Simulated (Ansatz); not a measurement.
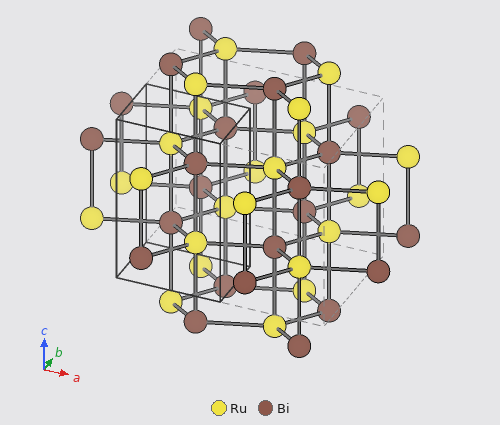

BiRu (space group P6_3/mmc, No. 194): the geometry relaxed with DFT, PBE, PAW with Ansatz's default frozen-core files, scalar-relativistic in Ansatz; the starting structure was generated, so it need not be a known form of this composition.

Bonds are taken as Bi–Ru below 3.1 Å; no other contact counts. The graph is simplified in the usual way: terminal and isolated atoms are pruned, two-connected atoms become edges.

What kind of net remains, and which atoms are its nodes?

A uninodal 5-connected, three-periodic net: Ru and Bi are 5-connected nodes.

Which named net is it?

It is the bnn net, known from eclipsed honeycomb layers linked along c.

Is the net interpenetrated?

It is a single net, without interpenetration.

How many nodes does the smallest cycle have?

Four.

Give the point symbol of each node (shortest cycle at each angle).

Ru and Bi: 4⁶·6⁴.

The simplified net, drawn on the atoms' positions. Nodes are coloured by element. Edges to nodes outside the piece are drawn as stubs.

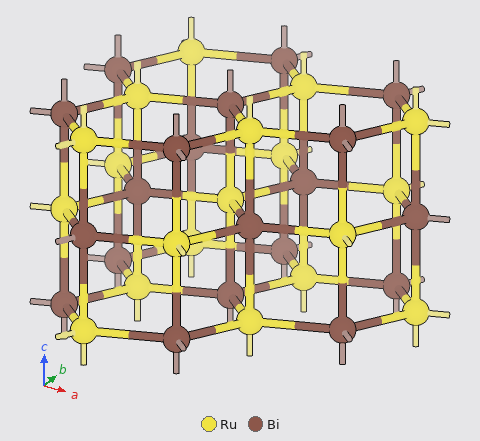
